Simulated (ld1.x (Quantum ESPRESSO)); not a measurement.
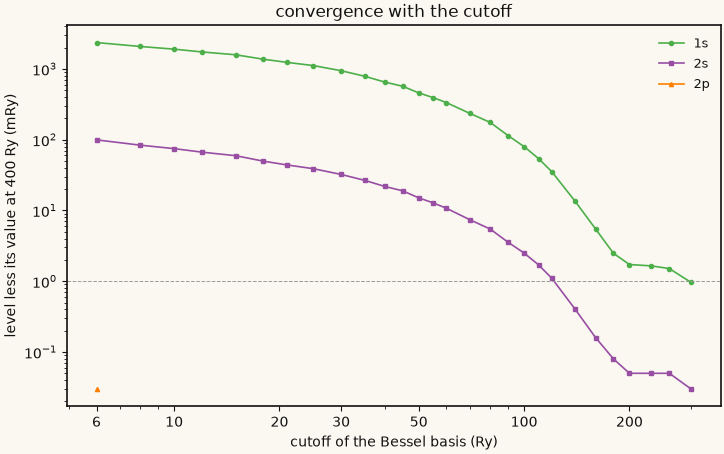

The pseudo-atom Hamiltonian at the reference potential is diagonalised in spherical Bessel functions (20 bohr box) up to the cutoff. Curves: distance of each valence level from its value at 400 Ry.

- Hardest occupied shell: 1s: its level needs 300 Ry to come within 1 mRy, against 140 Ry for 2s.
- Cutoffs from which each level stays within 1 mRy: 1s: 300 Ry; 2s: 140 Ry; 2p: 6 Ry or less.
- Cutoffs for 10 and 1 mRy in the occupation-weighted sum of levels: 180 Ry and over 300 Ry, on the ladder of cutoffs that was run.

## Pseudopotential generation for Li

System: lithium (Li, Z = 3), core none, reference valence 1s2 2s1 2p0, valence charge 3.
Method: TM potential, PBE, scalar-relativistic, made with ld1.x (Quantum ESPRESSO) 7.5.

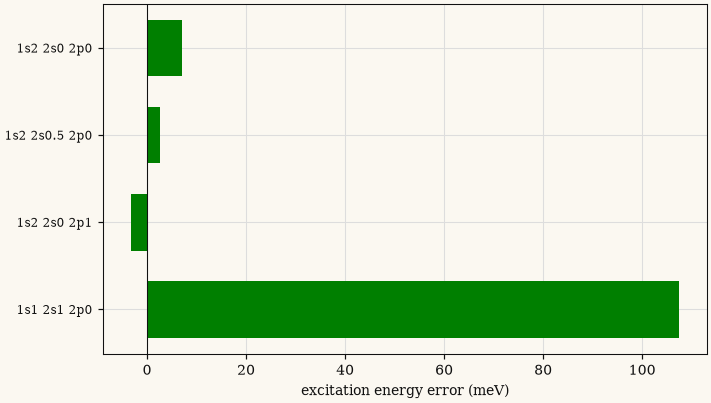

Errors, all-electron minus pseudo, of the energies of valence configurations relative to the unpolarised reference 1s2 2s1 2p0.

- Worst configuration: 1s1 2s1 2p0 (charge +1): the error is +107 meV on an all-electron energy of +68.41 eV relative to the reference, or 0.16 %.
- Errors in meV: 1s2 2s0 2p0: +7.1; 1s2 2s0.5 2p0: +2.7; 1s2 2s0 2p1: -3.3; 1s1 2s1 2p0: +107.
- Configurations within 10 meV and within 50 meV: 3 and 3 of 4.

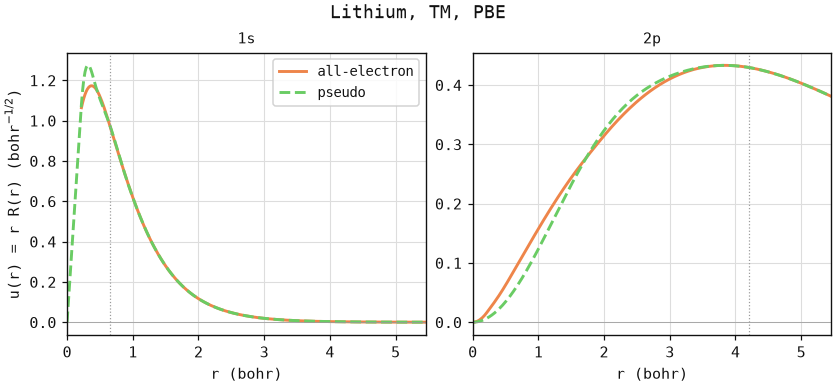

Partial waves u(r) = r R(r), all-electron (solid) and pseudo (dashed). Dotted lines mark the matching radii. The innermost oscillations of some all-electron curves aren't drawn. Pseudo-waves: 1s has no node; 2p has no node.

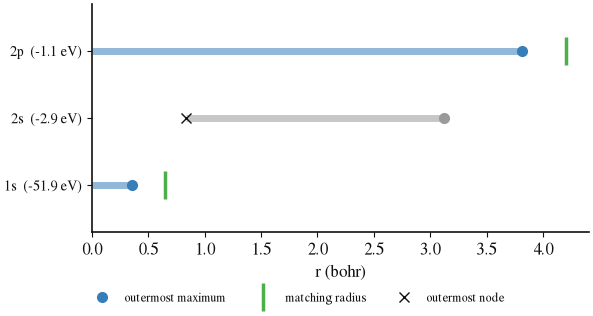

Outer shells of the all-electron reference atom: each bar runs from the outermost node (or the nucleus) to the outermost maximum of u(r); the tick is the radius chosen for the pseudo-wave. Shells without a tick have no pseudo-wave of their own. Levels, nodes and maxima are from ld1.x, scalar-relativistic.

- Radii against the shells: 1s: 0.65 bohr, outside the maximum; 2p: 4.20 bohr, outside the maximum.

Input and output of the run follow.

### Input
```
 &input
   title='Li', zed=3., rel=1, dft='PBE', iswitch=3,
   config='[He] 2s1 2p0',
   nld=2, rlderiv=4.55, eminld=-6.0, emaxld=5.0, deld=0.02
 /
 &inputp
   pseudotype=2, tm=.true., lloc=-1, rcloc=0.65,
   nlcc=.false.,
   file_pseudopw='Li.UPF', file_wfcaegen='ae.wfc', file_wfcncgen='nc.wfc', file_beta='beta', file_chi='chi'
 /
2
1S  1  0   2.00   0.00  0.65  0.65  0.0
2P  2  1   0.00   0.00  4.20  4.20  0.0
 &test
   configts(1)='1s2 2s1 2p0'
 /
```

### Input of the test run
```
 &input
   title='Li', zed=3., rel=1, dft='PBE', iswitch=2,
   config='[He] 2s1 2p0'
 /
 &test
   file_pseudo='Li.UPF', nconf=5,
   configts(1)='1s2 2s1 2p0',
   configts(2)='1s2 2s0 2p0',
   configts(3)='1s2 2s0.5 2p0',
   configts(4)='1s2 2s0 2p1',
   configts(5)='1s1 2s1 2p0'
 /
```

Run as:
```bash
ld1.x < Li.in > Li.out
```

### Output
```
     Program LD1 v.7.5
     --------------------------- All-electron run ----------------------------

     Li
     scalar relativistic calculation

     atomic number is  3.00
     dft =PBE   lsd =0 sic =0 latt =0  beta=0.20 tr2=1.0E-14
     Exchange-correlation= PBE
                           (   1   4   3   4   0   0   0)
     mesh =1017 r(mesh) =  99.62247 a.u. xmin = -7.00 dx = 0.01250
     1 Ry =  13.60569312 eV, c = 137.03599908

     n l     nl                  e(Ry)          e(Ha)          e(eV)
     1 0     1S 1( 2.00)        -3.8112        -1.9056       -51.8546
     2 0     2S 1( 1.00)        -0.2113        -0.1056        -2.8742
     2 1     2P 1( 0.00)        -0.0801        -0.0401        -1.0900

     final scf error:  3.9E-15 reached in  30 iterations

     Etot =     -14.904546 Ry,      -7.452273 Ha,    -202.786677 eV

     Ekin =      14.808355 Ry,       7.404177 Ha,     201.477929 eV
     Encl =     -34.203215 Ry,     -17.101608 Ha,    -465.358450 eV
     Eh   =       8.064463 Ry,       4.032231 Ha,     109.722603 eV
     Exc  =      -3.574148 Ry,      -1.787074 Ha,     -48.628759 eV

     normalization and overlap integrals

     s(1S/1S) =  1.000000  <r> =   0.5819  <r2> =    0.4657  r(max) =   0.3593
     s(2S/2S) =  1.000000  <r> =   3.9071  <r2> =   18.2004  r(max) =   3.1233
     s(2P/2P) =  1.000000  <r> =   5.0407  <r2> =   31.4579  r(max) =   3.8148

     ------------------------ End of All-electron run ------------------------

     --------------------- Generating NC pseudopotential ---------------------

      Generating local potential from pseudized AE potential:
      Matching radius rcloc =   0.6500

      Local pseudo, rcloc= 0.655 Estimated cut-off energy=    54.24 Ry

      Wfc   1S  rcut= 0.655  Using Troullier-Martins method

      Wfc   2P  rcut= 4.164  Using Troullier-Martins method

     ------------------- End of pseudopotential generation -------------------

     --------------------------- All-electron run ----------------------------

     Li
     scalar relativistic calculation

     atomic number is  3.00
     dft =PBE   lsd =0 sic =0 latt =0  beta=0.20 tr2=1.0E-14
     Exchange-correlation= PBE
                           (   1   4   3   4   0   0   0)
     mesh =1017 r(mesh) =  99.62247 a.u. xmin = -7.00 dx = 0.01250
     1 Ry =  13.60569312 eV, c = 137.03599908

     n l     nl                  e(Ry)          e(Ha)          e(eV)
     1 0     1S 1( 2.00)        -3.8112        -1.9056       -51.8546
     2 0     2S 1( 1.00)        -0.2113        -0.1056        -2.8742
     2 1     2P 1( 0.00)        -0.0801        -0.0401        -1.0900

     final scf error:  3.9E-15 reached in  30 iterations

     Etot =     -14.904546 Ry,      -7.452273 Ha,    -202.786677 eV

     Ekin =      14.808355 Ry,       7.404177 Ha,     201.477929 eV
     Encl =     -34.203215 Ry,     -17.101608 Ha,    -465.358450 eV
     Eh   =       8.064463 Ry,       4.032231 Ha,     109.722603 eV
     Exc  =      -3.574148 Ry,      -1.787074 Ha,     -48.628759 eV

     normalization and overlap integrals

     s(1S/1S) =  1.000000  <r> =   0.5819  <r2> =    0.4657  r(max) =   0.3593
     s(2S/2S) =  1.000000  <r> =   3.9071  <r2> =   18.2004  r(max) =   3.1233
     s(2P/2P) =  1.000000  <r> =   5.0407  <r2> =   31.4579  r(max) =   3.8148

     ------------------------ End of All-electron run ------------------------

     Computing logarithmic derivative in   4.57294
     Computing logarithmic derivative in   4.57294
     Computing the partial wave expansion
     R is outside the sphere for l=    0 j= 0.00
     R is outside the sphere for l=    1 j= 0.00

     ---------------------- Testing the pseudopotential ----------------------

     Li
     scalar relativistic calculation

     atomic number is  3.00   valence charge is  3.00
     dft =PBE   lsd =0 sic =0 latt =0  beta=0.20 tr2=1.0E-14
     mesh =1017 r(mesh) =  99.62247 xmin = -7.00 dx = 0.01250

     n l     nl             e AE (Ry)        e PS (Ry)    De AE-PS (Ry)
     1 0     1S   1( 2.00)       -3.81124       -3.81129        0.00005
     2 0     2S   1( 1.00)       -0.21125       -0.21095       -0.00030
     2 1     2P   1( 0.00)       -0.08011       -0.08011        0.00000

     eps = 3.0E-15  iter = 11

     Etot =     -14.904546 Ry,      -7.452273 Ha,    -202.786677 eV
     Etotps =   -14.836831 Ry,      -7.418416 Ha,    -201.865375 eV

     Ekin =      13.594894 Ry,       6.797447 Ha,     184.967954 eV
     Encl =     -25.958064 Ry,     -12.979032 Ha,    -353.177458 eV
     Ehrt =       7.987690 Ry,       3.993845 Ha,     108.678057 eV
     Ecxc =      -3.521233 Ry,      -1.760617 Ha,     -47.908821 eV
     Epseu=      -6.940117 Ry,      -3.470059 Ha,     -94.425106 eV

     ---------------------- End of pseudopotential test ----------------------
```

### Output of the test run (extracts)
```
     ---------------------- Testing the pseudopotential ----------------------

     Li
     scalar relativistic calculation

     atomic number is  3.00   valence charge is  3.00
     dft =PBE   lsd =0 sic =0 latt =0  beta=0.20 tr2=1.0E-14
     mesh =1017 r(mesh) =  99.62247 xmin = -7.00 dx = 0.01250

     n l     nl             e AE (Ry)        e PS (Ry)    De AE-PS (Ry)
     1 0     1S   1( 2.00)       -3.81124       -3.81129        0.00005
     2 0     2S   1( 1.00)       -0.21125       -0.21095       -0.00030
     2 1     2P   1( 0.00)       -0.08011       -0.08011        0.00000

     eps = 3.0E-15  iter = 11

     Etot =     -14.904546 Ry,      -7.452273 Ha,    -202.786677 eV
     Etotps =   -14.836831 Ry,      -7.418416 Ha,    -201.865375 eV

     Ekin =      13.594894 Ry,       6.797447 Ha,     184.967954 eV
     Encl =     -25.958064 Ry,     -12.979032 Ha,    -353.177458 eV
     Ehrt =       7.987690 Ry,       3.993845 Ha,     108.678057 eV
     Ecxc =      -3.521233 Ry,      -1.760617 Ha,     -47.908821 eV
     Epseu=      -6.940117 Ry,      -3.470059 Ha,     -94.425106 eV

     ---------------------- End of pseudopotential test ----------------------

     ---------------------- Testing the pseudopotential ----------------------

     Li
     scalar relativistic calculation

     atomic number is  3.00   valence charge is  3.00
     dft =PBE   lsd =0 sic =0 latt =0  beta=0.20 tr2=1.0E-14
     mesh =1017 r(mesh) =  99.62247 xmin = -7.00 dx = 0.01250

     n l     nl             e AE (Ry)        e PS (Ry)    De AE-PS (Ry)
     1 0     1S   1( 2.00)       -4.44039       -4.43918       -0.00121
     2 0     2S   1( 0.00)       -0.49921       -0.49829       -0.00092
     2 1     2P   1( 0.00)       -0.34903       -0.35122        0.00219

     eps = 1.9E-15  iter =  4

     Etot =     -14.515244 Ry,      -7.257622 Ha,    -197.489960 eV
     Etotps =   -14.448050 Ry,      -7.224025 Ha,    -196.575737 eV
     dEtot_ae =       0.389301 Ry
     dEtot_ps =       0.388781 Ry,   Delta E=       0.000520 Ry

     Ekin =      13.232660 Ry,       6.616330 Ha,     180.039512 eV
     Encl =     -24.015822 Ry,     -12.007911 Ha,    -326.751905 eV
     Ehrt =       6.484361 Ry,       3.242181 Ha,      88.224228 eV
     Ecxc =      -3.270788 Ry,      -1.635394 Ha,     -44.501344 eV
     Epseu=      -6.878461 Ry,      -3.439230 Ha,     -93.586228 eV

     ---------------------- End of pseudopotential test ----------------------

     ---------------------- Testing the pseudopotential ----------------------

     Li
     scalar relativistic calculation

     atomic number is  3.00   valence charge is  3.00
     dft =PBE   lsd =0 sic =0 latt =0  beta=0.20 tr2=1.0E-14
     mesh =1017 r(mesh) =  99.62247 xmin = -7.00 dx = 0.01250

     n l     nl             e AE (Ry)        e PS (Ry)    De AE-PS (Ry)
     1 0     1S   1( 2.00)       -4.09819       -4.09776       -0.00043
     2 0     2S   1( 0.50)       -0.39271       -0.39221       -0.00049
     2 1     2P   1( 0.00)       -0.24582       -0.24487       -0.00096

     eps = 6.0E-15  iter = 12

     Etot =     -14.753971 Ry,      -7.376986 Ha,    -200.738002 eV
     Etotps =   -14.686451 Ry,      -7.343226 Ha,    -199.819350 eV
     dEtot_ae =       0.150575 Ry
     dEtot_ps =       0.150380 Ry,   Delta E=       0.000195 Ry

     Ekin =      13.458473 Ry,       6.729237 Ha,     183.111857 eV
     Encl =     -25.078124 Ry,     -12.539062 Ha,    -341.205256 eV
     Ehrt =       7.242079 Ry,       3.621040 Ha,      98.533505 eV
     Ecxc =      -3.392222 Ry,      -1.696111 Ha,     -46.153533 eV
     Epseu=      -6.916658 Ry,      -3.458329 Ha,     -94.105922 eV

     ---------------------- End of pseudopotential test ----------------------

     ---------------------- Testing the pseudopotential ----------------------

     Li
     scalar relativistic calculation

     atomic number is  3.00   valence charge is  3.00
     dft =PBE   lsd =0 sic =0 latt =0  beta=0.20 tr2=1.0E-14
     mesh =1017 r(mesh) =  99.62247 xmin = -7.00 dx = 0.01250

     n l     nl             e AE (Ry)        e PS (Ry)    De AE-PS (Ry)
     1 0     1S   1( 2.00)       -3.92186       -3.92593        0.00407
     2 0     2S   1( 0.00)       -0.24600       -0.24661        0.00061
     2 1     2P   1( 1.00)       -0.11492       -0.11488       -0.00004

     eps = 7.7E-15  iter = 20

     Etot =     -14.773194 Ry,      -7.386597 Ha,    -200.999544 eV
     Etotps =   -14.705236 Ry,      -7.352618 Ha,    -200.074931 eV
     dEtot_ae =       0.131352 Ry
     dEtot_ps =       0.131595 Ry,   Delta E=      -0.000243 Ry

     Ekin =      13.473887 Ry,       6.736943 Ha,     183.321566 eV
     Encl =     -25.562362 Ry,     -12.781181 Ha,    -347.793659 eV
     Ehrt =       7.704975 Ry,       3.852488 Ha,     104.831532 eV
     Ecxc =      -3.456830 Ry,      -1.728415 Ha,     -47.032574 eV
     Epseu=      -6.864905 Ry,      -3.432453 Ha,     -93.401796 eV

     ---------------------- End of pseudopotential test ----------------------

     ---------------------- Testing the pseudopotential ----------------------

     Li
     scalar relativistic calculation

     atomic number is  3.00   valence charge is  3.00
     dft =PBE   lsd =0 sic =0 latt =0  beta=0.20 tr2=1.0E-14
     mesh =1017 r(mesh) =  99.62247 xmin = -7.00 dx = 0.01250

     n l     nl             e AE (Ry)        e PS (Ry)    De AE-PS (Ry)
     1 0     1S   1( 1.00)       -6.31951       -6.29932       -0.02019  !
     2 0     2S   1( 1.00)       -0.91143       -0.90850       -0.00293
     2 1     2P   1( 0.00)       -0.74328       -0.74328        0.00000

     eps = 5.1E-15  iter = 17

     Etot =      -9.876674 Ry,      -4.938337 Ha,    -134.378989 eV
     Etotps =    -9.816860 Ry,      -4.908430 Ha,    -133.565188 eV
     dEtot_ae =       5.027872 Ry
     dEtot_ps =       5.019971 Ry,   Delta E=       0.007901 Ry

     Ekin =       8.961000 Ry,       4.480500 Ha,     121.920613 eV
     Encl =     -15.777995 Ry,      -7.888998 Ha,    -214.670559 eV
     Ehrt =       3.120378 Ry,       1.560189 Ha,      42.454903 eV
     Ecxc =      -1.874722 Ry,      -0.937361 Ha,     -25.506897 eV
     Epseu=      -4.245520 Ry,      -2.122760 Ha,     -57.763249 eV

     ---------------------- End of pseudopotential test ----------------------
```

### Summary

- outcome: generated
- cutoffs needed: 180 Ry and over 300 Ry (the cutoffs, on a coarse ladder, from which the occupation-weighted sum of valence levels, in a spherical-Bessel basis at the reference potential, stays within 10 and 1 mRy of its value at 400 Ry); ghost states and empty shells don't enter this sum
- ghost test: no ghost state below the valence levels in the s, p, d, f channels (spherical-Bessel basis up to 400 Ry, 20 bohr box)
- largest excitation error: +107 meV (all-electron minus pseudo) for 1s1 2s1 2p0, out of 4 test configurations
- range over which the phases arctan(r u′/u) at the test radius agree within 0.05 rad (a looser test near the poles than one of phase shifts): s: up to about 3.2 Ry; p: up to about 0.4 Ry
- hardware: 1 CPU thread, shared host
- wall time: 0.57 s
